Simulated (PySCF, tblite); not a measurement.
# C5H9B2N: geometry, infrared bands and NMR shifts

Wanted: the infrared bands and NMR shifts of C5H9B2N (`BN(C=C)B(C)C#C`), by calculation.

Computed with tblite 0.8.0 and PySCF 2.14.0, with density-fitted response routines of our own, on a single molecule in the gas phase. Atoms are numbered from 0 throughout.

## Step 1: The molecule as given

17 atoms, charge 0, multiplicity 1; geometry from: force field or distance geometry start.

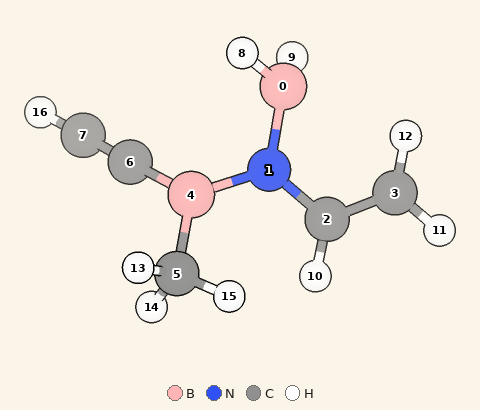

As it starts; boron pink, nitrogen blue, carbon grey, hydrogen white, atoms numbered.

## Step 2: Relaxing the molecule with GFN2-xTB

What the job is given:

```
{"job": {"kind": "relax", "xc": "GFN2-xTB", "basis": "xTB"}, "charge": 0, "multiplicity": 1}
B      1.217100     1.000500     1.223200
N      0.562000     0.071400     0.175300
C      1.343400    -0.542700    -0.848500
C      2.667100    -0.472500    -0.726600
B     -0.933500    -0.172900     0.340100
C     -1.578800    -1.574100    -0.116200
C     -1.840500     1.090700     0.298200
C     -2.531200     2.076700     0.296100
H      0.652600     1.066600     2.280100
H      1.525000     2.076200     0.796900
H      0.863600    -1.023300    -1.704000
H      3.270100    -0.943200    -1.502900
H      3.132200     0.003000     0.141200
H     -2.240100    -1.949100     0.680600
H     -2.179400    -1.325500    -1.032000
H     -0.771800    -2.309700    -0.305800
H     -3.165000     2.939900     0.293300
```

The run is started by

```
> OMP_NUM_THREADS=1 python probes_run.py task.json out
```

The driver reads the jobs from task.json and runs them one after another.

The log of the run:

```text
step      E/eV     max force
  0    -559.92652    3.303
  1    -560.26377    2.519
  2    -560.40668    6.358
  3    -560.78257    1.532
  4    -560.83088    0.773
  5    -560.88151    0.531
  6    -560.93093    0.549
  7    -560.96382    0.466
  8    -560.98960    0.460
  9    -561.00739    0.448
 10    -561.02779    0.387
 11    -561.05067    0.360
 12    -561.07102    0.346
 13    -561.08620    0.333
 14    -561.10078    0.286
 15    -561.11984    0.361
 16    -561.14134    0.439
 17    -561.16186    0.375
 18    -561.17899    0.356
 19    -561.19508    0.312
 20    -561.21346    0.351
 21    -561.23247    0.346
 22    -561.24608    0.260
 23    -561.24923    0.556
 24    -561.26086    0.220
 25    -561.26659    0.245
 26    -561.27426    0.168
 27    -561.28008    0.223
 28    -561.28521    0.193
 29    -561.29050    0.177
 30    -561.29607    0.175
 31    -561.30176    0.185
 32    -561.30645    0.142
 33    -561.30953    0.123
 34    -561.31202    0.124
 35    -561.31465    0.169
 36    -561.31752    0.158
 37    -561.31999    0.112
 38    -561.32152    0.113
 39    -561.32335    0.136
 40    -561.32577    0.130
 41    -561.32819    0.116
 42    -561.33009    0.105
 43    -561.33191    0.108
 44    -561.33402    0.147
 45    -561.33620    0.151
 46    -561.33807    0.105
 47    -561.33940    0.093
 48    -561.34051    0.093
 49    -561.34169    0.084
 50    -561.34326    0.076
 51    -561.34419    0.079
 52    -561.34515    0.078
 53    -561.34637    0.093
 54    -561.34812    0.106
 55    -561.34990    0.091
 56    -561.35113    0.100
 57    -561.35187    0.084
 58    -561.35263    0.090
 59    -561.35371    0.074
 60    -561.35559    0.087
 61    -561.35705    0.109
 62    -561.35869    0.122
 63    -561.36063    0.114
 64    -561.36296    0.125
 65    -561.36529    0.130
 66    -561.36787    0.180
 67    -561.37141    0.210
 68    -561.37624    0.199
 69    -561.38092    0.148
 70    -561.38331    0.211
 71    -561.38536    0.286
 72    -561.38688    0.133
 73    -561.38876    0.082
 74    -561.39046    0.124
 75    -561.39239    0.134
 76    -561.39412    0.129
 77    -561.39639    0.095
 78    -561.39952    0.119
 79    -561.40208    0.102
 80    -561.40407    0.176
 81    -561.40578    0.097
 82    -561.40741    0.106
 83    -561.40864    0.107
 84    -561.41008    0.113
 85    -561.41241    0.144
 86    -561.41439    0.103
 87    -561.41683    0.156
 88    -561.41876    0.160
 89    -561.42055    0.120
 90    -561.42284    0.164
 91    -561.42479    0.174
 92    -561.42619    0.092
 93    -561.42752    0.090
 94    -561.42861    0.060
 95    -561.42948    0.050
 96    -561.43010    0.054
 97    -561.43060    0.051
 98    -561.43112    0.050
 99    -561.43170    0.061
100    -561.43231    0.073
101    -561.43288    0.078
102    -561.43341    0.075
103    -561.43392    0.071
104    -561.43447    0.056
105    -561.43512    0.057
106    -561.43576    0.065
107    -561.43634    0.055
108    -561.43686    0.075
109    -561.43736    0.070
110    -561.43787    0.105
111    -561.43827    0.055
112    -561.43848    0.039
113    -561.43859    0.047
114    -561.43868    0.035
115    -561.43884    0.040
116    -561.43905    0.033
117    -561.43925    0.039
118    -561.43937    0.040
119    -561.43945    0.043
120    -561.43954    0.042
121    -561.43967    0.034
122    -561.43985    0.038
123    -561.44001    0.024
124    -561.44008    0.016
125    -561.44012    0.022
126    -561.44015    0.015
127    -561.44020    0.017
128    -561.44027    0.017
129    -561.44034    0.021
130    -561.44044    0.024
131    -561.44056    0.028
132    -561.44070    0.031
133    -561.44085    0.025
134    -561.44099    0.029
135    -561.44115    0.033
136    -561.44134    0.038
137    -561.44156    0.042
138    -561.44181    0.042
139    -561.44205    0.038
140    -561.44226    0.035
141    -561.44242    0.023
142    -561.44254    0.028
143    -561.44264    0.030
144    -561.44273    0.023
145    -561.44279    0.019
146    -561.44286    0.019
147    -561.44296    0.025
148    -561.44307    0.023
149    -561.44313    0.015
150    -561.44316    0.010
151    -561.44317    0.008
```

Run time: 2.6 s. Hardware: 1 thread of Intel Xeon at 2.50GHz, shared host.

The steps of the relaxation: (not every step is listed)

```
step  energy from step 0 (eV)  largest force (eV/Å)
   0                   0.0000                3.3028
   1                  -0.3373                2.5192
   2                  -0.4802                6.3578
   3                  -0.8560                1.5318
   4                  -0.9044                0.7733
   5                  -0.9550                0.5306
   6                  -1.0044                0.5486
   7                  -1.0373                0.4660
   8                  -1.0631                0.4596
  21                  -1.3060                0.3456
  34                  -1.3855                0.1243
  47                  -1.4129                0.0935
  60                  -1.4291                0.0871
  73                  -1.4622                0.0820
  86                  -1.4879                0.1029
  99                  -1.5052                0.0614
 112                  -1.5120                0.0393
 125                  -1.5136                0.0222
 138                  -1.5153                0.0420
 146                  -1.5163                0.0190
 147                  -1.5164                0.0251
 148                  -1.5166                0.0231
 149                  -1.5166                0.0145
 150                  -1.5166                0.0103
 151                  -1.5167                0.0075
```

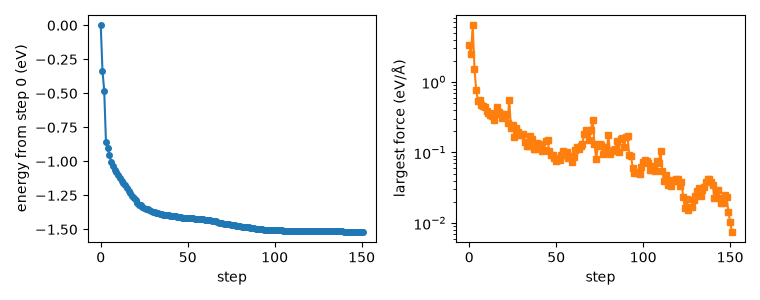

Energy and force, step by step.

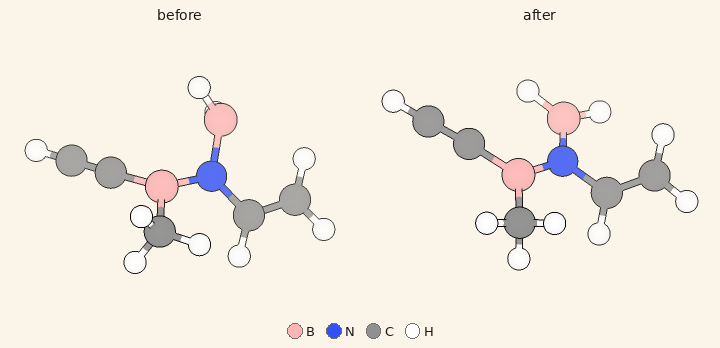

Before and after, at one scale.

Distances of close pairs at the start and the end, largest changes first:

```
  bond  before (Å)  after (Å)  change (Å)
 B0–N1       1.546      1.414      -0.132
 N1–B4       1.524      1.435      -0.089
 B4–C6       1.556      1.514      -0.042
C5–H14       1.123      1.091      -0.032
 B0–H8       1.200      1.168      -0.032
 B0–H9       1.197      1.171      -0.026
 B4–C5       1.609      1.588      -0.021
C5–H15       1.108      1.089      -0.019
```

The next job starts from the end point, and lists it.

## Step 3: Infrared spectrum with GFN2-xTB

What the job is given:

```
{"job": {"kind": "ir", "xc": "GFN2-xTB", "basis": "xTB"}, "charge": 0, "multiplicity": 1}
B      1.036181     1.572035     0.490648
N      0.502779     0.369869    -0.029390
C      1.359512    -0.532127    -0.696496
C      2.554138    -0.894315    -0.260846
B     -0.884907     0.016549     0.067232
C     -1.427649    -1.358847    -0.510911
C     -1.873155     0.954395     0.727968
C     -2.724904     1.640347     1.232635
H      0.339103     2.293629     1.088581
H      2.157941     1.839664     0.287029
H      0.962200    -0.941792    -1.617071
H      3.167313    -1.578879    -0.819102
H      2.959158    -0.516501     0.662044
H     -2.439087    -1.578091    -0.177523
H     -1.452133    -1.331465    -1.601016
H     -0.793273    -2.199927    -0.234543
H     -3.450216     2.257488     1.679777
```

The log of the run:

```text
mode    cm-1     km/mol
  1      50.1      0.32
  2      83.1      0.10
  3     130.4      0.58
  4     133.0      0.35
  5     185.7      0.35
  6     241.6      1.00
  7     291.7      0.19
  8     313.8      0.15
  9     357.2      0.33
 10     370.1      0.39
 11     427.1      1.20
 12     460.4     10.55
 13     520.2      2.74
 14     647.8      1.61
 15     669.9     18.27
 16     690.1     10.59
 17     710.8      1.99
 18     840.7     81.85
 19     849.1      4.66
 20     857.2    140.14
 21     865.2     26.31
 22     884.4      4.07
 23    1000.1      3.36
 24    1013.5     25.93
 25    1054.1      5.04
 26    1132.0     83.67
 27    1189.1      6.29
 28    1274.8    364.96
 29    1291.7     91.54
 30    1340.8    323.15
 31    1387.1     21.02
 32    1395.6     22.71
 33    1494.2      1.15
 34    1499.2      1.38
 35    1695.2     63.85
 36    2205.9     39.99
 37    2630.3    139.85
 38    2675.6    127.73
 39    2993.5     30.41
 40    3016.5     26.85
 41    3040.1     35.17
 42    3044.3     30.05
 43    3114.7     12.66
 44    3144.7     41.49
 45    3359.7      1.36
```

Run time: 2.1 s. Hardware: 1 thread of Intel Xeon at 2.50GHz, shared host.

Which atoms move in the most intense modes:

```
cm⁻¹  km/mol                                 atoms
 841    81.8  H14 34 %, B4 22 %, C5 16 %, H15 15 %
 857   140.1             H9 34 %, H8 29 %, B0 24 %
1132    83.7                               B4 68 %
1275   365.0            B4 44 %, N1 32 %, H10 13 %
1292    91.5                     H10 47 %, C2 11 %
1341   323.1            N1 41 %, B0 25 %, H10 20 %
2630   139.8                      H9 82 %, H8 13 %
2676   127.7             H8 79 %, H9 11 %, B0 10 %
```

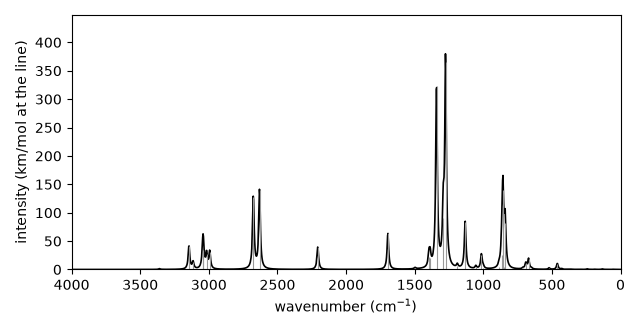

The infrared spectrum from these modes, unscaled. Lines are broadened to a width of 14 cm⁻¹ (Lorentzian).

## Step 4: Nuclear shieldings: PBE0/pcSseg-1

Same as in step 3 but for these lines:

```diff
@@ -1,2 +1,2 @@
-{"job": {"kind": "ir", "xc": "GFN2-xTB", "basis": "xTB"}, "charge": 0, "multiplicity": 1}
+{"job": {"kind": "nmr", "xc": "PBE0", "basis": "pcSseg-1"}, "charge": 0, "multiplicity": 1}
 B      1.036181     1.572035     0.490648
```

Method: GIAO PBE0/pcSseg-1 NMR shielding, non-relativistic, gas phase.

The log of the run:

```text
coarse grid: 14248 points
cycle   1  E = -299.8507239447  dE =  9.145e-01  |g| = 4.932e-01  |ddm| = 3.638e+00
cycle   2  E = -299.8412889139  dE =  9.435e-03  |g| = 5.341e-01  |ddm| = 9.278e-01
cycle   3  E = -299.9085739654  dE = -6.729e-02  |g| = 1.677e-01  |ddm| = 4.844e-01
cycle   4  E = -299.9153163638  dE = -6.742e-03  |g| = 4.196e-02  |ddm| = 1.290e-01
cycle   5  E = -299.9156688217  dE = -3.525e-04  |g| = 1.941e-02  |ddm| = 4.213e-02
cycle   6  E = -299.9157654669  dE = -9.665e-05  |g| = 4.591e-03  |ddm| = 1.788e-02
cycle   7  E = -299.9157701435  dE = -4.677e-06  |g| = 1.348e-03  |ddm| = 4.018e-03
final grid: 137800 points
cycle   8  E = -299.9605523770  dE = -5.267e-05  |g| = 9.004e-03  |ddm| = 3.760e-02
cycle   9  E = -299.9605426156  dE =  9.761e-06  |g| = 1.126e-02  |ddm| = 1.532e-02
cycle  10  E = -299.9605714749  dE = -2.886e-05  |g| = 2.172e-03  |ddm| = 8.812e-03
cycle  11  E = -299.9605725435  dE = -1.069e-06  |g| = 4.862e-04  |ddm| = 1.729e-03
cycle  12  E = -299.9605725897  dE = -4.617e-08  |g| = 2.580e-04  |ddm| = 5.103e-04
cycle  13  E = -299.9605726053  dE = -1.562e-08  |g| = 6.836e-05  |ddm| = 1.967e-04
cycle  14  E = -299.9605726065  dE = -1.148e-09  |g| = 1.890e-05  |ddm| = 6.341e-05
cycle  15  E = -299.9605726066  dE = -8.413e-11  |g| = 5.453e-06  |ddm| = 1.638e-05
converged SCF energy = -299.9605726066

GIAO shielding tensors (ppm)
atom      isotropic    diamagn.    paramagn.     s11        s22        s33       span
  0 B       48.945     196.199    -147.254      0.273     36.073    110.490    110.216
  1 N       45.395     325.336    -279.941   -104.594     17.187    223.592    328.186
  2 C       33.436     252.445    -219.009    -85.421     54.212    131.516    216.937
  3 C       72.592     254.662    -182.070    -29.280     86.669    160.385    189.665
  4 B       55.159     191.880    -136.721      3.991     53.319    108.167    104.175
  5 C      176.468     253.969     -77.502    163.684    179.264    186.455     22.771
  6 C       91.097     257.535    -166.438    -19.846     -2.563    295.700    315.546
  7 C       72.403     262.174    -189.771      5.939     23.904    187.366    181.427
  8 H       25.739      31.564      -5.825     23.624     24.691     28.901      5.277
  9 H       26.035      31.094      -5.059     23.417     26.021     28.668      5.251
 10 H       24.680      31.572      -6.892     22.156     22.581     29.302      7.145
 11 H       26.625      28.741      -2.115     24.492     25.654     29.730      5.238
 12 H       26.490      31.738      -5.248     23.264     25.853     30.353      7.089
 13 H       30.472      29.348       1.124     26.170     29.609     35.636      9.466
 14 H       31.105      30.264       0.841     27.197     29.299     36.819      9.622
 15 H       30.982      31.304      -0.323     26.479     30.286     36.181      9.702
 16 H       28.458      33.951      -5.493     24.742     25.278     35.354     10.612
```

Run time: 97 s. Hardware: 1 thread of Intel Xeon at 2.50GHz, shared host; peak memory 0.82 GiB.

Shifts follow as δ = σ(reference) − σ, with reference shieldings (ppm) from runs at the same level and on the same kind of geometry: ¹H TMS 31.72, ¹³C TMS 186.9, ¹⁵N NH3 267.7, ¹¹B BF3·OEt2 100.1. The references are single molecules in the gas phase, so shifts against H2O, NH3, PH3, H3PO4 or CFCl3 are not on the usual liquid scales and can be off by tens of ppm. Atoms listed in one row are averaged.

```csv
atoms,environment,σ (ppm),δ (ppm),δ scaled to CDCl3
C2,alkene carbon bearing nitrogen,33.4,153.5,147.9
C7,terminal alkyne carbon,72.4,114.5,109.9
C3,β carbon of an enol-ether or enamine type C=C,72.6,114.3,109.7
C6,alkyne carbon,91.1,95.8,91.6
C5,methyl carbon bonded to B,176.5,10.5,8.3
H10,hydrogen on an alkene carbon bearing nitrogen,24.68,7.04,6.74
"H8, H9",hydrogen on a boron bonded to N,25.89,5.83,–
H12,hydrogen on a β carbon of an enol-ether or enamine type C=C,26.49,5.23,5.03
H11,hydrogen on a β carbon of an enol-ether or enamine type C=C,26.63,5.09,4.91
H16,hydrogen on a terminal alkyne carbon,28.46,3.26,3.18
"H13, H14, H15",hydrogen on a methyl carbon bonded to B,30.85,0.86,0.92
B0,"boron bonded to N, 2 H",48.9,51.1,–
B4,"boron bonded to 2 C, N",55.2,44.9,–
N1,enamine nitrogen,45.4,222.3,–
```

The scaled column applies a straight-line fit of computed shieldings to shifts measured in CDCl3 (root-mean-square error 0.16 ppm for H, 1.9 ppm for C).

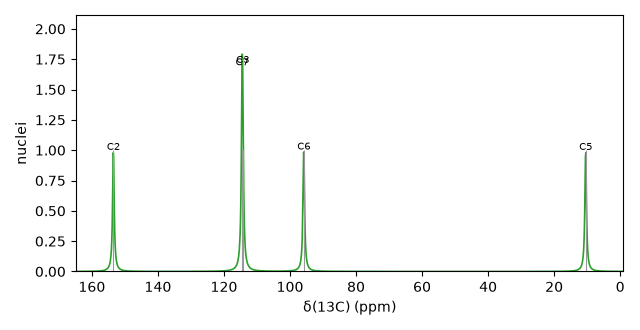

¹³C lines at the computed shifts, without couplings. Lines are broadened to a width of 0.57 ppm (Lorentzian).

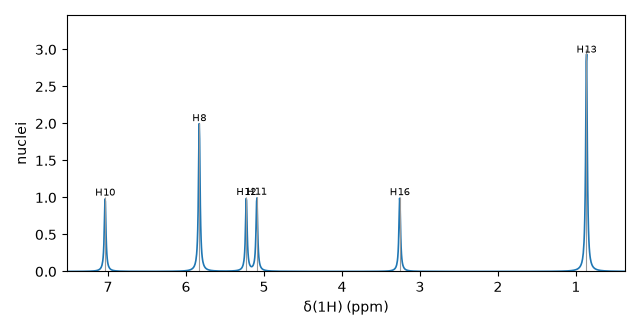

¹H lines at the computed shifts, without couplings. Lines are broadened to a width of 0.02 ppm (Lorentzian).

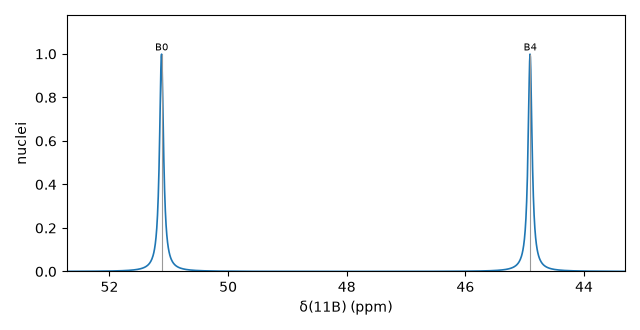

¹¹B lines at the computed shifts, without couplings. Lines are broadened to a width of 0.08 ppm (Lorentzian).

The run also stored atomic charges by several schemes (e):

```csv
atoms,Mulliken,IAO,Hirshfeld,ESP fit
B0,0.16,0.05,0.14,0.18
N1,-0.61,-0.27,-0.13,-0.12
C2,0.02,-0.03,0.02,-0.09
C3,-0.17,-0.34,-0.11,-0.48
B4,0.60,0.30,0.21,0.58
C5,-0.55,-0.57,-0.19,-0.64
C6,-0.03,-0.13,-0.11,-0.28
C7,-0.26,-0.19,-0.08,-0.27
```

Hirshfeld charges:

B0 0.14; N1 -0.13; C2 0.02; C3 -0.11; B4 0.21; C5 -0.19; C6 -0.11; C7 -0.08; H8 -0.06; H9 -0.06; H10 0.05; H11 0.05; H12 0.05; H13 0.04; H14 0.05; H15 0.04; H16 0.10

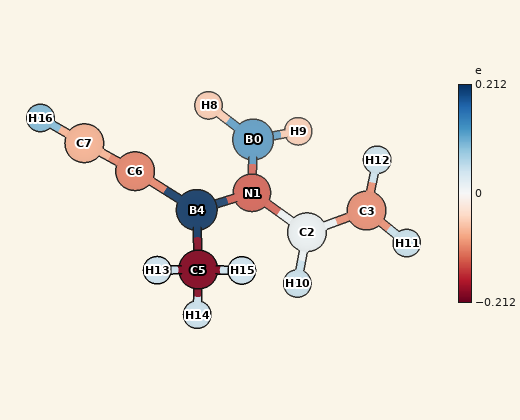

Hirshfeld charges, as colours on the atoms.

Mayer bond orders: B0–N1 1.16, N1–C2 0.95, C2–C3 1.99, N1–B4 1.10, B4–C5 1.03, B4–C6 0.97, C6–C7 2.52.

Orbitals, density, ELF and potential are computed afterwards from the orbital file.

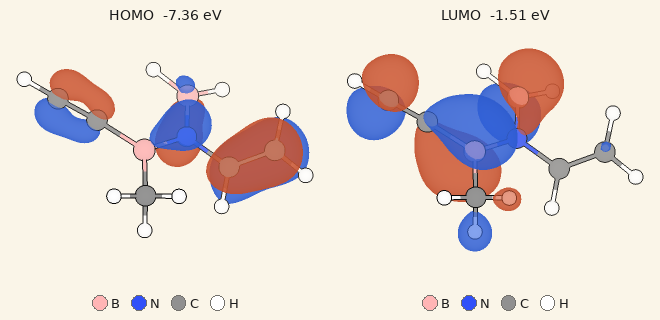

PBE0/pcSseg-1 orbitals near the gap, drawn at the value that encloses 70 % of each; the two colours are the two signs.

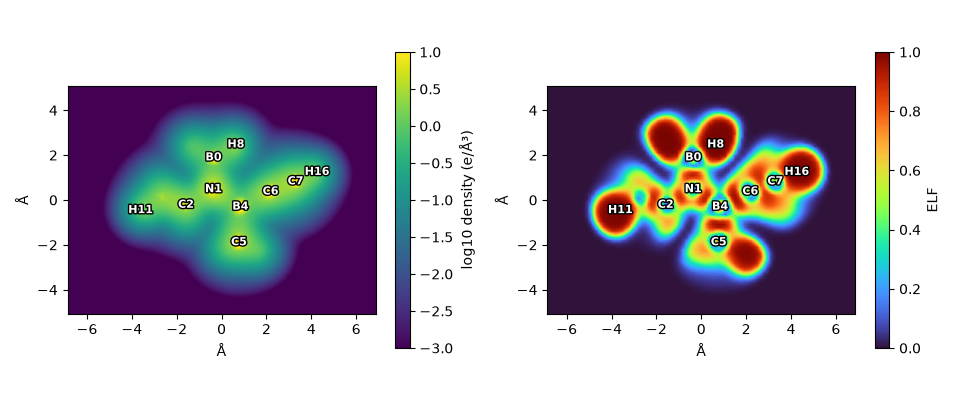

Density (left) and ELF (right) in a plane through or near 10 of the atoms.

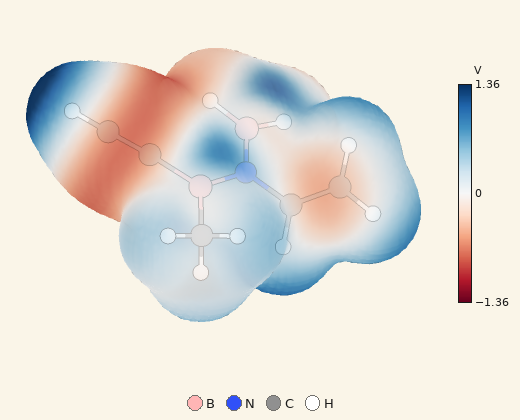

The potential that a unit positive charge feels on the 0.002 e/bohr³ surface, from the 1st to the 99th percentile, from -0.83 to 1.36 V.

## Step 5: What came out

| quantity | value |
| --- | --- |
| strongest single infrared mode (GFN2-xTB) | 1275 cm⁻¹, 365 km/mol |
| zero-point energy (GFN2-xTB) | 80.9 kcal/mol |
| ¹³C shifts against TMS (PBE0/pcSseg-1) | 153.5, 114.5, 114.3, 95.8, 10.5 ppm |
| ¹H shifts against TMS (PBE0/pcSseg-1, means over atoms taken as alike) | 7.04, 5.83, 5.23, 5.09, 3.26, 0.86 ppm |
| ¹¹B shifts against BF3·OEt2 (PBE0/pcSseg-1) | 51.1, 44.9 ppm |
| ¹⁵N shifts against NH3 (PBE0/pcSseg-1) | 222.3 ppm |
| surface potential, 1st and 99th percentile | -0.83 V and 1.36 V |

What this shows: Over 151 steps the energy fell by 1.517 eV; of the close pairs, B0–N1 changed most, 1.546 to 1.414 Å. All 45 modes are real, so the xTB geometry is a minimum. The strongest single mode, at 1275 cm⁻¹, moves mainly B4 and N1. GFN2-xTB is a fitted tight-binding method: band positions and strengths are rough. Its intensities can rank the bands wrongly. The most deshielded carbon is C2 (alkene carbon bearing nitrogen), at 153.5 ppm: an sp2 carbon further deshielded by the attached heteroatom. H10 (hydrogen on an alkene carbon bearing nitrogen) lies farthest downfield among hydrogen, at 7.04 ppm; olefinic region. By nearest atom (PBE0/pcSseg-1), the HOMO sits on C3 31 %; C2 22 % and the LUMO on B4 35 %; B0 16 %.
